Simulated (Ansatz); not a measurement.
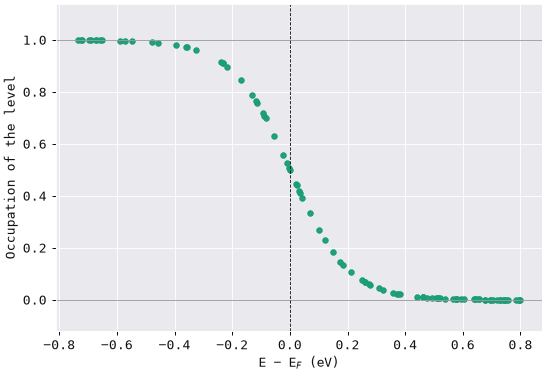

Occupations of the one-electron levels of the k mesh against their energy, from a run on Cr, space group Im-3m, 1 atom in the cell, with Ansatz.

Q: Which smearing scheme was used (Fermi-Dirac, Gaussian, Methfessel-Paxton or cold), and about what width?

A: Fermi-Dirac smearing with a width of 0.1 eV. The occupations stay between 0 and 1 and have long exponential tails; the slope at the Fermi level is 1/(4 × width).
